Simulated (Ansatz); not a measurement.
# SnPb3Se4: what a guessed cell relaxes into

Where does this trial cell of SnPb3Se4 go when cell and atoms are let free?

Method: DFT PBE, scalar-relativistic, plane waves, PAW, in Ansatz 0.2.0.

## 1. The structure to begin with

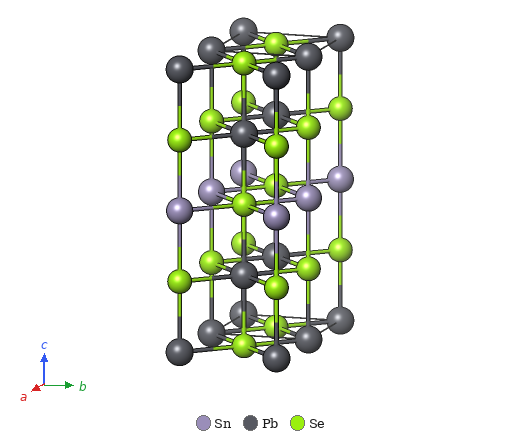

The starting structure, seen slightly off an axis (tin purple, lead dark grey, selenium green). 2×1×1 cells are drawn. Atoms on the faces are drawn again on the opposite ones.

As a file:

```
Sn Pb Se
1.0
     4.35780    0.00000    0.00000
     0.00000    4.35780    0.00000
     0.00000    0.00000   12.32572
Sn Pb Se
1 3 4
Direct
  0.00000 0.00000 0.50000
  0.00000 0.00000 0.00000
  0.50000 0.50000 0.25000
  0.50000 0.50000 0.75000
  0.00000 0.00000 0.25000
  0.50000 0.50000 0.50000
  0.00000 0.00000 0.75000
  0.50000 0.50000 0.00000
```

The start is an ordering of an alloy on its end members' structure types: elements ordered on the sites of the SnSe type, Pb/Sn on Sn (P4/mmm, No. 123).

## 2. A first look at the guess

The input, input.yaml:

```yaml
crystal:
  lattice:
    - [4.35779888, 0.0, 0.0]
    - [0.0, 4.35779888, 0.0]
    - [0.0, 0.0, 12.32571655]
  atoms:
    - { symbol: Sn, position: [0.0, 0.0, 0.5] }
    - { symbol: Pb, position: [0.0, 0.0, 0.0] }
    - { symbol: Pb, position: [0.5, 0.5, 0.25] }
    - { symbol: Pb, position: [0.5, 0.5, 0.75] }
    - { symbol: Se, position: [0.0, 0.0, 0.25] }
    - { symbol: Se, position: [0.5, 0.5, 0.5] }
    - { symbol: Se, position: [0.0, 0.0, 0.75] }
    - { symbol: Se, position: [0.5, 0.5, 0.0] }
basis:
  ecutwfc: 420
kpoints:
  mp_grid: { grid: [4, 4, 2] }
hamiltonian:
  xc: pbe
scf:
  occupations: { method: gaussian, width: 0.1 }
  lower_state_search: "off"
output:
  forces: true
  stress: true
  eigenvalues: true
```

The run is started by

```sh
$ ansatz run input.yaml --threads 1 --pin off --max-ram 2560MiB --backend cpu --events-out ev --progress --plain --runs-dir out
```

The log of the run, shortened:

```text
[...]
SCF converged after 6 iterations
Free energy (F): -63623.934803 eV
[...]
E sigma→0 (E₀):  -63623.930109 eV
Entropy (-TS):   -0.009387 eV (-1.173 meV/atom)
Fermi energy:    8.776348 eV
[...]
--- Forces (eV/Å), atoms counted from 1 ---
  atom   1  Sn     0.00000000    -0.00000000     0.00000000
  atom   2  Pb     0.00000000    -0.00000000     0.00000000
  atom   3  Pb    -0.00000000     0.00000000    -0.00513382
  atom   4  Pb     0.00000000     0.00000000     0.00513382
  atom   5  Se     0.00000000     0.00000000     0.20153963
  atom   6  Se     0.00000000    -0.00000000     0.00000000
  atom   7  Se    -0.00000000     0.00000000    -0.20153963
  atom   8  Se     0.00000000    -0.00000000     0.00000000
[...]
--- Stress (GPa, compression-positive) ---
        0.336234      -0.000000       0.000000
       -0.000000       0.336234       0.000000
        0.000000       0.000000       0.290668
  P = ⅓ Tr σ = 0.3210 GPa (3.210 kbar)
--- Band table (eV; the first three rows and the last of 12) ---
[...]
```

It took 6.6 s on 1 thread of Intel Xeon 6975P-C (Granite Rapids), shared host; peak memory 0.59 GiB.

Read-out: pressure 0.3 GPa, largest force 0.20 eV/Å, gap on this mesh none (metal). The coarse relaxation is skipped.

## 3. Full relaxation

Changes to input.yaml since step 2:

```diff
@@ -17,3 +17,3 @@
 kpoints:
-  mp_grid: { grid: [4, 4, 2] }
+  mp_grid: { grid: [10, 10, 4] }
 hamiltonian:
@@ -22,3 +22,2 @@
   occupations: { method: gaussian, width: 0.1 }
-  lower_state_search: "off"
 output:
@@ -27 +26,6 @@
   eigenvalues: true
+relax:
+  adjacent_minimum: "off"
+  f_tol: 0.01
+  max_steps: 80
+  cell: { stress_tol: 0.05 }
```

The run is started by

```sh
$ ansatz run input.yaml --threads 1 --pin off --max-ram 2560MiB --backend cpu --events-out ev --progress --plain --runs-dir out
```

The log of the run, shortened:

```text
Warning: RAYON_NUM_THREADS=1 ignored (pool sized by the plan → 1); use --threads N
[...]
Pseudopotentials: kind: paw
Pseudopotential: Sn, paw, valence charge 14, recommended cutoff 420 eV (normal), Sn.paw.azcp
Pseudopotential: Pb, paw, valence charge 14, recommended cutoff 420 eV (normal), Pb.paw.azcp
Pseudopotential: Se, paw, valence charge 16, recommended cutoff 420 eV (normal), Se.paw.azcp
Functional definition: PBE
[...]
Crystal: 8 atoms, lattice volume = 234.070 Å³
Basis set: ecut = 420 eV, 4537 PW (Γ), exchange–correlation on 60×60×180 points (8 copies of the dense FFT grid, shifted against one another)
Bands: 72, of which v1, the nominal top of the filled ones, is band 60 counted from 1 (59 counted from 0)
Symmetry: 16 space group operations
Space group: P4/mmm (ITA 123), of the structure as read, at distance tolerance 6.2e-5 Å
k-points: 63 of 400
[...]
  cell:  # Å, volume = 236.2288 Å³
    - [4.371170778690667, -3.4045953100035897e-35, 2.3449150197649726e-33]
    - [3.4045953100035897e-35, 4.371170778690667, 2.3406592756274678e-35]
    - [5.8620492662056045e-33, 6.620384181546371e-35, 12.363384094815537]
  atoms:
    - { symbol: Sn, position: [-9.294278916576014e-34, 2.4897461211173914e-36, 0.49999999999999994] }
    - { symbol: Pb, position: [-3.191649521091342e-33, 2.662382905246875e-36, -7.037008635318679e-20] }
    - { symbol: Pb, position: [0.49999999999999994, 0.49999999999999994, 0.25125997104691544] }
    - { symbol: Pb, position: [0.49999999999999994, 0.49999999999999994, 0.7487400289530847] }
    - { symbol: Se, position: [1.2893971661655906e-33, -2.171447050378657e-36, 0.25395304338620434] }
    - { symbol: Se, position: [0.49999999999999994, 0.49999999999999994, 0.49999999999999994] }
    - { symbol: Se, position: [1.3199538769565086e-33, -1.4808999138607263e-36, 0.7460469566137956] }
    - { symbol: Se, position: [0.49999999999999994, 0.49999999999999994, -7.037008635318679e-20] }
```

It took 2.5 min on 1 thread of Intel Xeon 6975P-C (Granite Rapids), shared host; peak memory 1 GiB.

Step by step:

| step | E - E(step 1) (eV/cell) | largest force component (eV/Å) | pressure (GPa) | volume (Å³) |
| --- | --- | --- | --- | --- |
| 1 | 0.0000 | 0.1754 | 0.45 | 234.07 |
| 2 | -0.0093 | 0.0480 | -0.28 | 237.64 |
| 3 | -0.0113 | 0.0039 | 0.00 | 236.23 |
| 4 | -0.0115 | 0.0039 | 0.00 | 236.23 |

Step 1 is the start. Step 4 repeats the geometry before it on a plane-wave basis chosen anew for that cell, so its energy need not be comparable with the rows above.

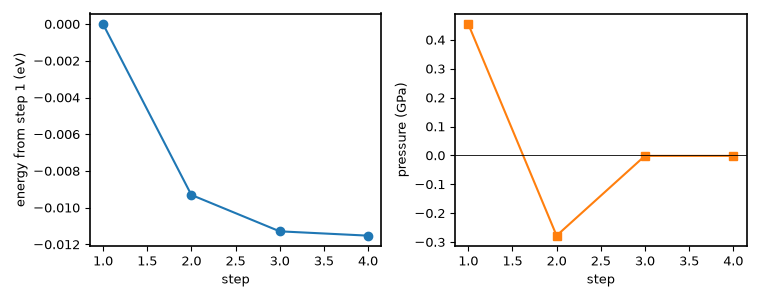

Energy and pressure along the relaxation.

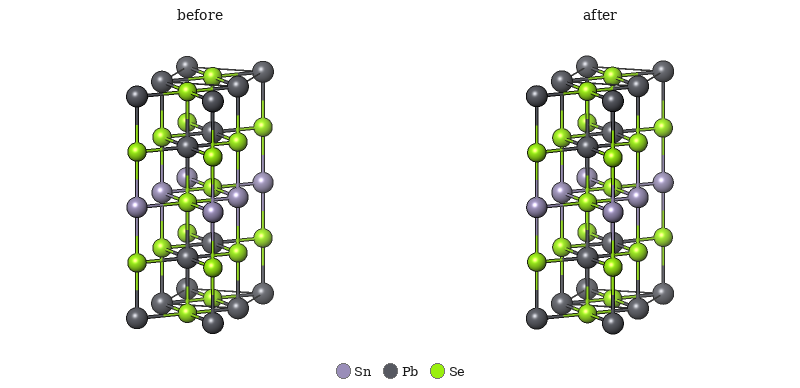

The structure before (left) and after (right) the relaxation, drawn at the same scale. The change is too small to see at this scale.

|  | before | after | change |
| --- | --- | --- | --- |
| a (Å) | 4.358 | 4.371 | +0.3 % |
| b (Å) | 4.358 | 4.371 | +0.3 % |
| c (Å) | 12.326 | 12.363 | +0.3 % |
| volume (Å³/atom) | 29.26 | 29.53 | +0.9 % |
| shortest distance (Å) | 3.081 | 3.042 | -1.3 % |
| space group (0.01 Å) | P4/mmm | P4/mmm | same |

Forces and stress were held to the start's 16 operations: a distortion of lower symmetry was not tested.

## 4. Summary of results

| quantity | value |
| --- | --- |
| symmetry at the end (tolerance 0.05 Å) | space group P4/mmm (No. 123) |
| conventional cell | a = 4.371 Å, b = 4.371 Å, c = 12.363 Å, α = 90.00°, β = 90.00°, γ = 90.00° |
| volume | 29.53 Å³/atom |
| energy over the elements, grey Sn | -0.53 eV/atom |
| gap on the mesh | none (metal) |

In words: The space group P4/mmm (No. 123) is kept, and the volume per atom grows by 0.9 % from the first guess. It lies below the elements, which doesn't yet make it stable: competing phases were not computed in this session. No finished test with a distortion of lower symmetry is shown, so the end may be a saddle point. The runs treat Pb without spin-orbit coupling.

Counted by bands, a gap of 0.02 to 0.03 eV stays open on the mesh in 2 runs that read as metallic: the smearing reaches across it.
